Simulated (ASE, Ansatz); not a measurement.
# Nb(100)/C(110) interface (80 atoms): geometry optimisation, part 2 of 3

How does Nb(100)/C(110) interface (80 atoms) relax, and what do bonds, charges and levels look like afterwards?

Ansatz 0.2.0; Kohn-Sham DFT, revPBE, PAW (set soft_2), plane waves.

The cell: 20 Nb and 60 C. The host structure and its lattice constant were typed by rule, without a check against the phase diagram.

So far. Step 2 (Single point at the start): Neighbours are counted within 1.85 Å (C-C).

## (3) Relaxation

The atoms are relaxed in the fixed cell, aiming at the force tolerance of the input.

File input.yaml:

```yaml
crystal:
  lattice:
    - [7.134, 0.0, 0.0]
    - [0.0, 7.5667, 0.0]
    - [0.0, 0.0, 24.45984]
  atoms:
    [... the 80 atom lines of step 2 ...]
kpoints:
  mp_grid: { grid: [2, 2, 1] }
hamiltonian:
  xc: revpbe
scf:
  occupations: { method: fermi_dirac, width: 0.05 }
output:
  forces: true
relax:
  f_tol: 0.05
  max_steps: 46
```

Command:

```sh
$ ansatz run input.yaml --threads 4 --pin off --max-ram 8192MiB --backend cpu --events-out ev --progress --plain --runs-dir out
```

Numbers of over 12 decimals in the logs are rounded to 6 here.

The program printed:

```text
[...]
Crystal: 80 atoms, lattice volume = 1320.363 Å³
Basis set: ecut = 420 eV, 25787 PW (Γ), exchange–correlation on 96×108×360 points (8 copies of the dense FFT grid, shifted against one another)
Bands: 330, of which v1, the nominal top of the filled ones, is band 250 counted from 1 (249 counted from 0)
Symmetry: 1 space group operations
[...]
k-points: 4
[...]
SCF iter   1: F=—  HF=-106198.323142 eV  |F-HF|=—  |Δ(HF+E_count)|=         —  Δρ=2.25e-2  dr2=1.06e2  ethr=1.77e-3  ⟨swp⟩=9.8  Hψ=7193  notcnv=0  defer=82
[...]
SCF iter   8: F=-106196.014458 eV  HF=-106196.014487 eV  |F-HF|=2.91e-5  |Δ(HF+E_count)|=   2.68e-5  Δρ=3.38e-5  dr2=4.49e-5  ethr=1.25e-8  ⟨swp⟩=4.0  Hψ=5248  notcnv=0
SCF 1 converged in 8 iterations: F = -106196.014458 eV  dr2 = 4.49e-5
[...]
relax step   1: F+E_penalty+E_count = -106196.01445820 eV  Δ(F+E_penalty+E_count) = +0.000e0 eV  max|allowed force component| = 5.722e0 eV/Å  Δτ_max = 0.0000 Å  (8 SCF iters, dr2 threshold 6.25e-5 eV, accepted)
[...]
relax step   2: F+E_penalty+E_count = -106203.71208403 eV  Δ(F+E_penalty+E_count) = -7.698e0 eV  max|allowed force component| = 3.254e0 eV/Å  Δτ_max = 0.1944 Å  (7 SCF iters, dr2 threshold 1.00e-4 eV, accepted)
[...]
relax step   3: F+E_penalty+E_count = -106207.44197828 eV  Δ(F+E_penalty+E_count) = -3.730e0 eV  max|allowed force component| = 1.177e0 eV/Å  Δτ_max = 0.1950 Å  (7 SCF iters, dr2 threshold 1.00e-4 eV, accepted)
relax step   4: F+E_penalty+E_count = -106208.57641316 eV  Δ(F+E_penalty+E_count) = -1.134e0 eV  max|allowed force component| = 7.543e-1 eV/Å  Δτ_max = 0.1949 Å  (7 SCF iters, dr2 threshold 1.00e-4 eV, accepted)
relax step   5: F+E_penalty+E_count = -106209.31514669 eV  Δ(F+E_penalty+E_count) = -7.387e-1 eV  max|allowed force component| = 5.175e-1 eV/Å  Δτ_max = 0.1960 Å  (7 SCF iters, dr2 threshold 7.44e-5 eV, accepted)
relax step   6: F+E_penalty+E_count = -106209.54893555 eV  Δ(F+E_penalty+E_count) = -2.338e-1 eV  max|allowed force component| = 4.094e-1 eV/Å  Δτ_max = 0.2000 Å  (7 SCF iters, dr2 threshold 1.00e-4 eV, accepted)
relax step   7: F+E_penalty+E_count = -106209.64908599 eV  Δ(F+E_penalty+E_count) = -1.002e-1 eV  max|allowed force component| = 3.418e-1 eV/Å  Δτ_max = 0.1988 Å  (6 SCF iters, dr2 threshold 7.89e-5 eV, accepted)
relax step   8: F+E_penalty+E_count = -106209.65767615 eV  Δ(F+E_penalty+E_count) = -8.590e-3 eV  max|allowed force component| = 3.695e-1 eV/Å  Δτ_max = 0.2000 Å  (6 SCF iters, dr2 threshold 7.31e-5 eV, accepted)
relax step   9: F+E_penalty+E_count = -106209.72528763 eV  Δ(F+E_penalty+E_count) = -6.761e-2 eV  max|allowed force component| = 2.047e-1 eV/Å  Δτ_max = 0.0446 Å  (5 SCF iters, dr2 threshold 9.52e-5 eV, accepted)
relax step  10: F+E_penalty+E_count = -106209.50469897 eV  Δ(F+E_penalty+E_count) = +2.206e-1 eV  max|allowed force component| = 3.567e-1 eV/Å  Δτ_max = 0.1693 Å  (7 SCF iters, dr2 threshold 1.29e-5 eV, rejected (line search))
relax step  11: F+E_penalty+E_count = -106209.75353444 eV  Δ(F+E_penalty+E_count) = -2.825e-2 eV  max|allowed force component| = 9.517e-2 eV/Å  Δτ_max = 0.0559 Å  (9 SCF iters, accepted)
relax step  12: F+E_penalty+E_count = -106209.76596123 eV  Δ(F+E_penalty+E_count) = -1.243e-2 eV  max|allowed force component| = 1.010e-1 eV/Å  Δτ_max = 0.0767 Å  (9 SCF iters, accepted)
relax step  13: F+E_penalty+E_count = -106209.64020632 eV  Δ(F+E_penalty+E_count) = +1.258e-1 eV  max|allowed force component| = 8.554e-1 eV/Å  Δτ_max = 0.1500 Å  (9 SCF iters, rejected (line search))
relax step  14: F+E_penalty+E_count = -106209.77477011 eV  Δ(F+E_penalty+E_count) = -8.809e-3 eV  max|allowed force component| = 7.406e-2 eV/Å  Δτ_max = 0.0376 Å  (9 SCF iters, accepted)
relax step  15: F+E_penalty+E_count = -106209.76989358 eV  Δ(F+E_penalty+E_count) = +4.877e-3 eV  max|allowed force component| = 1.484e-1 eV/Å  Δτ_max = 0.0750 Å  (7 SCF iters, dr2 threshold 2.95e-6 eV, rejected (line search))
[...]
relax step  16: F+E_penalty+E_count = -106209.77830628 eV  Δ(F+E_penalty+E_count) = -3.536e-3 eV  max|allowed force component| = 2.736e-2 eV/Å  Δτ_max = 0.0365 Å  (8 SCF iters, accepted)
SCF converged after 8 iterations
Free energy (F): -106209.778306 eV
[...]
Internal energy: -106209.536390 eV  (E = F + TS)
E sigma→0 (E₀):  -106209.657348 eV
Entropy (-TS):   -0.241916 eV (-3.024 meV/atom)
Fermi energy:    6.470978 eV
[...]
--- Forces (eV/Å), atoms counted from 1 ---
  atom   1  Nb    -0.00839935    -0.00242852    -0.00464605
  atom   2  Nb     0.00231751     0.01729730    -0.01378250
  atom   3  Nb    -0.01246624     0.00532637     0.00175376
  atom   4  Nb     0.00730415    -0.01376042     0.00192268
  atom   5  Nb     0.00043023    -0.00267147    -0.00585294
  atom   6  Nb    -0.00490640     0.00033328    -0.00392548
  atom   7  Nb     0.00774816     0.00499954     0.00668327
  atom   8  Nb     0.02364500    -0.00056593     0.00311009
  atom   9  Nb    -0.01314663     0.00732271    -0.00461601
  atom  10  Nb     0.01461601     0.00411711     0.00008782
  atom  11  Nb    -0.00091994    -0.02735953     0.01320010
  atom  12  Nb    -0.02523688     0.01050057    -0.00243818
  atom  13  Nb     0.00128186     0.00649820     0.00541999
  atom  14  Nb    -0.01448129    -0.01881270    -0.00389108
[...]
atom  79  C     -0.00096056    -0.00240970    -0.00268576
  atom  80  C     -0.00195770     0.00305211     0.00304027
  max |Σ_I F_I| component: 3.11e-5 eV/Å
--- Relaxed structure (16 steps of the walk, 13 accepted, 0 SCFs on fresh bases) ---
  F+E_penalty+E_count = -106209.77830628 eV   max|allowed force component| = 2.736e-2 eV/Å
  atoms:
    - { symbol: Nb, position: [0.560256, 0.800650, 0.264434] }
    - { symbol: Nb, position: [0.860825, 0.710763, 0.325904] }
    - { symbol: Nb, position: [0.546992, 0.816182, 0.393142] }
    - { symbol: Nb, position: [0.477500, 0.509925, 0.464973] }
[...]
- { symbol: C, position: [0.00422694, 0.738449, 0.743941] }
```

Wall time 10 min (4 threads of Arm Neoverse V1, shared host); peak memory 6 GiB; 41 min of CPU time.

Step by step:

```tsv
step	energy less that of the first step (eV)	largest force component (eV/Å)
1	0.0000	5.7221
2	-7.6976	3.2537
3	-11.4275	1.1769
4	-12.5620	0.7543
5	-13.3007	0.5175
6	-13.5345	0.4094
7	-13.6346	0.3418
8	-13.6432	0.3695
9	-13.7108	0.2047
10	-13.4902	0.3567
11	-13.7391	0.0952
12	-13.7515	0.1010
13	-13.6257	0.8554
14	-13.7603	0.0741
15	-13.7554	0.1484
16	-13.7638	0.0274
```

Relaxation steps 10, 13, 15 were tried and not accepted.

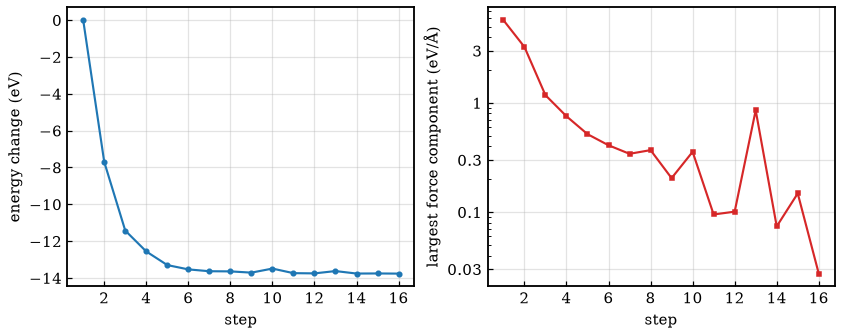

Energy and largest force along the relaxation.

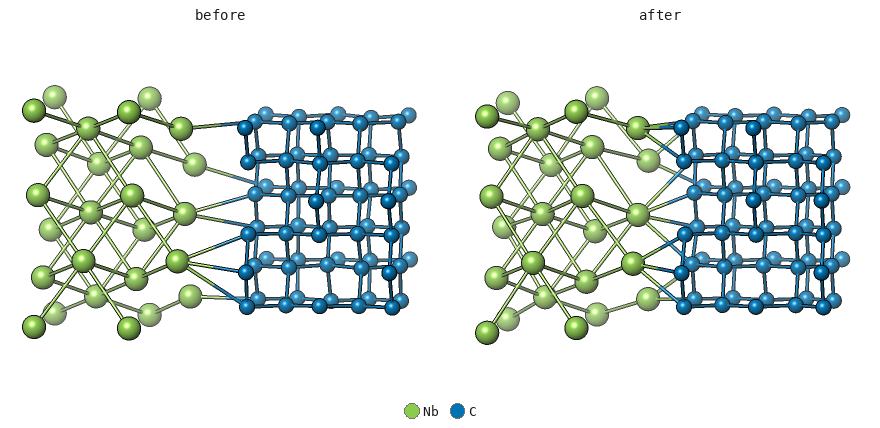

Before and after, at one scale.

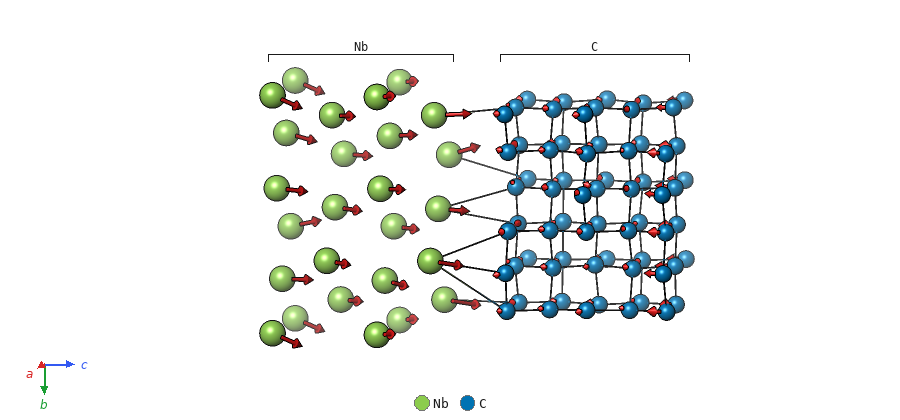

Displacements in the relaxation, exaggerated; the longest in the cell stands for 0.87 Å. Some periodic images of atoms are drawn too.

The atoms that moved most (Å):

```tsv
atom	dx	dy	dz	length
Nb16	-0.654	0.134	0.557	0.870
Nb20	-0.443	0.111	0.496	0.674
Nb12	-0.019	-0.029	0.587	0.588
Nb8	-0.325	-0.121	0.451	0.569
Nb17	-0.283	0.220	0.430	0.560
Nb5	-0.309	-0.076	0.440	0.543
Nb9	-0.300	0.071	0.444	0.541
Nb13	-0.260	0.150	0.445	0.537
```

The relaxation changed the energy by -172 meV/atom, and atoms moved by 0.31 Å r.m.s., 0.87 Å at most.

## (4) Structure statistics after relaxation

Normalised to the volume that the atoms fill. g(r), total and by pair (bins of 0.2 Å):

```tsv
r (Å)	total	C-C	C-Nb	Nb-Nb
1.40	1.27	2.25	0.00	0.00
1.60	3.06	5.43	0.00	0.00
1.80	0.00	0.00	0.00	0.00
2.00	0.00	0.00	0.00	0.00
2.20	0.15	0.00	0.41	0.00
2.40	1.38	2.37	0.12	0.00
2.60	2.97	5.20	0.15	0.00
2.80	1.04	0.99	0.06	7.38
3.00	2.59	4.04	0.19	3.97
3.20	0.42	0.20	0.22	3.59
3.40	0.38	0.34	0.17	1.94
3.60	0.88	1.37	0.15	0.69
3.80	1.45	2.33	0.32	0.21
4.00	0.34	0.44	0.24	0.00
4.20	0.49	0.75	0.20	0.00
4.40	2.17	3.62	0.27	0.52
4.60	1.45	2.00	0.42	2.60
4.80	0.37	0.29	0.22	1.88
5.00	0.94	1.39	0.36	0.36
5.20	1.16	1.76	0.26	1.13
5.40	0.76	0.69	0.42	3.38
5.60	1.42	1.96	0.35	2.84
5.80	0.75	0.89	0.48	1.10
6.00	0.25	0.13	0.41	0.33
6.20	0.63	0.84	0.42	0.00
6.40	0.83	1.15	0.39	0.50
6.60	1.55	2.41	0.42	0.61
6.80	1.12	1.61	0.53	0.32
```

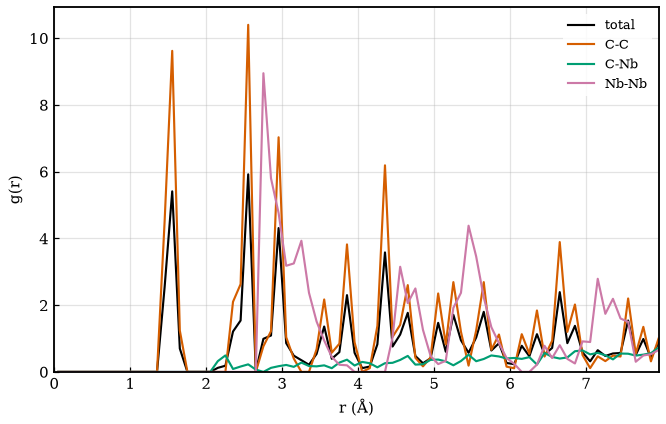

Pair distribution functions.

(Part 2 of 3 ends here.)

[Logs are printed without paths, hosts, clocks, repeated set-up lines and the standing remarks that a program may print on its own settings, such as how far it seeks lower states.]

[Hosts, paths, dates, database ids (printed as entryN), source tags and the programs' standing remarks are cut or masked in the printed files.]
